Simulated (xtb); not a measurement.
# C$_{4}$H$_{9}$Al: geometry relaxation (part 4 of 4)

Continued. System: C$_{4}$H$_{9}$Al, SMILES C=CC[CH2][AlH2]. Method: GFN2-xTB (xtb 6.7.1). The geometry comes from this level: GFN2-xTB.

Geometry of the input (Å):
```
C  -0.6277  -0.4033  2.1256
C  -0.1322  0.1235  1.0237
C  0.9069  -0.4712  0.1384
C  0.3520  -0.5900  -1.3024
Al -0.4743  1.1971  -1.6589
H  -0.2752  -1.3499  2.5019
H  -1.3936  0.0840  2.7043
H  -0.5041  1.0914  0.6615
H  1.2322  -1.4403  0.5258
H  1.7754  0.1981  0.1291
H  -0.4089  -1.3872  -1.3126
H  1.1597  -0.9519  -1.9527
H  -1.9750  1.3969  -1.9978
H  0.3649  2.5027  -1.5859
```

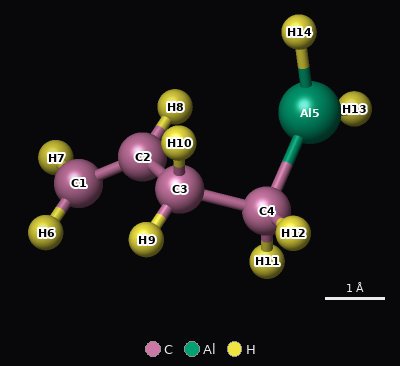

Fig. 1: The geometry at step 12 of the log (ball-and-stick view, seen at a tilt; atoms are numbered from 1 in the order of the input).

## Trajectory as extended XYZ, continued
```
14
Properties=species:S:1:pos:R:3 step=7 energy=-385.50412
C    -0.6135   -0.4256    2.1336
C    -0.1358    0.1207    1.0329
C     0.9055   -0.4487    0.1342
C     0.3257   -0.5961   -1.2944
Al   -0.4758    1.1989   -1.6707
H    -0.2392   -1.3676    2.5010
H    -1.3850    0.0418    2.7212
H    -0.5315    1.0824    0.6802
H     1.2696   -1.4032    0.5232
H     1.7515    0.2487    0.1004
H    -0.4315   -1.3960   -1.2779
H     1.1248   -0.9664   -1.9515
H    -1.9555    1.4274   -2.0753
H     0.3907    2.4836   -1.5568
14
Properties=species:S:1:pos:R:3 step=8 energy=-385.50419
C    -0.6111   -0.4270    2.1347
C    -0.1370    0.1204    1.0331
C     0.9047   -0.4464    0.1332
C     0.3232   -0.5978   -1.2940
Al   -0.4746    1.1983   -1.6721
H    -0.2329   -1.3676    2.5016
H    -1.3830    0.0378    2.7237
H    -0.5366    1.0803    0.6798
H     1.2729   -1.3988    0.5227
H     1.7478    0.2540    0.0970
H    -0.4347   -1.3967   -1.2744
H     1.1212   -0.9705   -1.9510
H    -1.9507    1.4314   -2.0850
H     0.3909    2.4826   -1.5493
14
Properties=species:S:1:pos:R:3 step=9 energy=-385.50425
C    -0.6082   -0.4274    2.1363
C    -0.1386    0.1197    1.0327
C     0.9039   -0.4446    0.1323
C     0.3214   -0.5992   -1.2941
Al   -0.4740    1.1974   -1.6733
H    -0.2256   -1.3660    2.5035
H    -1.3810    0.0349    2.7260
H    -0.5427    1.0773    0.6780
H     1.2754   -1.3955    0.5223
H     1.7447    0.2586    0.0948
H    -0.4381   -1.3963   -1.2731
H     1.1183   -0.9745   -1.9508
H    -1.9467    1.4348   -2.0947
H     0.3913    2.4808   -1.5400
14
Properties=species:S:1:pos:R:3 step=10 energy=-385.50431
C    -0.6051   -0.4273    2.1385
C    -0.1407    0.1186    1.0321
C     0.9026   -0.4436    0.1312
C     0.3197   -0.6003   -1.2949
Al   -0.4728    1.1974   -1.6742
H    -0.2173   -1.3633    2.5072
H    -1.3789    0.0328    2.7285
H    -0.5500    1.0732    0.6753
H     1.2770   -1.3931    0.5215
H     1.7415    0.2620    0.0927
H    -0.4410   -1.3963   -1.2721
H     1.1159   -0.9781   -1.9510
H    -1.9424    1.4375   -2.1048
H     0.3914    2.4805   -1.5300
14
Properties=species:S:1:pos:R:3 step=12 energy=-385.50448
C    -0.5894   -0.4280    2.1511
C    -0.1510    0.1106    1.0304
C     0.8955   -0.4396    0.1260
C     0.3107   -0.6034   -1.2983
Al   -0.4697    1.1998   -1.6794
H    -0.1760   -1.3493    2.5299
H    -1.3668    0.0238    2.7429
H    -0.5868    1.0500    0.6634
H     1.2837   -1.3839    0.5161
H     1.7258    0.2767    0.0847
H    -0.4528   -1.3965   -1.2708
H     1.1046   -0.9875   -1.9533
H    -1.9234    1.4507   -2.1577
H     0.3954    2.4766   -1.4849
14
Properties=species:S:1:pos:R:3 step=13 energy=-385.50450
C    -0.5875   -0.4284    2.1529
C    -0.1521    0.1092    1.0308
C     0.8945   -0.4395    0.1256
C     0.3094   -0.6031   -1.2985
Al   -0.4698    1.2005   -1.6804
H    -0.1719   -1.3479    2.5325
H    -1.3645    0.0231    2.7454
H    -0.5910    1.0466    0.6630
H     1.2841   -1.3834    0.5152
H     1.7239    0.2778    0.0842
H    -0.4532   -1.3970   -1.2712
H     1.1036   -0.9865   -1.9537
H    -1.9210    1.4528   -2.1643
H     0.3956    2.4758   -1.4815
14
Properties=species:S:1:pos:R:3 step=14 energy=-385.50453
C    -0.5857   -0.4291    2.1550
C    -0.1531    0.1079    1.0315
C     0.8933   -0.4395    0.1254
C     0.3080   -0.6028   -1.2986
Al   -0.4702    1.2011   -1.6817
H    -0.1678   -1.3471    2.5354
H    -1.3627    0.0218    2.7481
H    -0.5943    1.0440    0.6637
H     1.2838   -1.3832    0.5142
H     1.7220    0.2785    0.0842
H    -0.4532   -1.3979   -1.2722
H     1.1029   -0.9840   -1.9543
H    -1.9189    1.4552   -2.1706
H     0.3960    2.4750   -1.4801
14
Properties=species:S:1:pos:R:3 step=16 energy=-385.50454
C    -0.5843   -0.4299    2.1568
C    -0.1538    0.1072    1.0325
C     0.8922   -0.4395    0.1255
C     0.3069   -0.6023   -1.2985
Al   -0.4706    1.2015   -1.6831
H    -0.1651   -1.3477    2.5366
H    -1.3607    0.0204    2.7509
H    -0.5963    1.0429    0.6649
H     1.2831   -1.3833    0.5137
H     1.7207    0.2789    0.0844
H    -0.4531   -1.3985   -1.2730
H     1.1024   -0.9818   -1.9546
H    -1.9178    1.4571   -2.1758
H     0.3962    2.4751   -1.4803
14
Properties=species:S:1:pos:R:3 step=17 energy=-385.50454
C    -0.5840   -0.4301    2.1571
C    -0.1540    0.1071    1.0327
C     0.8921   -0.4395    0.1256
C     0.3069   -0.6021   -1.2984
Al   -0.4705    1.2017   -1.6835
H    -0.1646   -1.3479    2.5367
H    -1.3603    0.0201    2.7516
H    -0.5965    1.0427    0.6651
H     1.2828   -1.3835    0.5137
H     1.7206    0.2787    0.0847
H    -0.4532   -1.3982   -1.2733
H     1.1024   -0.9815   -1.9546
H    -1.9177    1.4571   -2.1768
H     0.3960    2.4755   -1.4806
```

## Results in brief

```tsv
quantity	value
outcome	converged
electrons treated	28
total energy	−14.167030 hartree
dispersion energy	−0.008182 hartree
basis functions	35
HOMO	−10.27 eV
LUMO	−5.92 eV
dipole moment	1.88 D
hardware	1 thread of Intel Xeon @ 2.70GHz, 189 GiB of memory available, shared host
peak memory	0.07 GiB
```
